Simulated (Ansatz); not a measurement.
```xyz
6

Cl   -0.1672   -2.6801    0.6697
B    -0.2680   -1.0438    0.1423
Si    0.3982    0.7586   -0.0188
S    -1.4576   -0.1056   -0.7713
H     1.3330    1.2015   -1.0795
H     0.2038    1.8056    1.0112
```

Geometry: PBE0-D4/def2-TZVP.

All numbers below come from RKS PBE0-D4/def2-TZVPP in Ansatz 0.2.0.

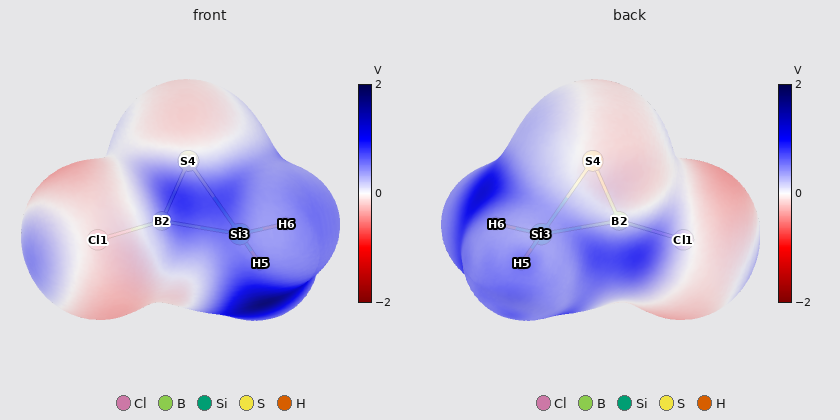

BClH2SSi (SMILES ClB1[SiH2]S1). The molecular electrostatic potential painted on the density surface at 0.002 e/bohr³, seen from the front and from behind; the colour scale runs from red (negative) to blue (positive).

Which sites attract a positive test charge, and which a negative one?

Answer. A positive charge is drawn to the negative regions and a negative charge to the positive ones. The most negative region (about −0.3 V) lies over Cl1, the most positive (about +1.7 V) over Si3. Cl1 shows a σ-hole: about +0.5 V at the tip opposite its bond, against about −0.2 V on its flanks.
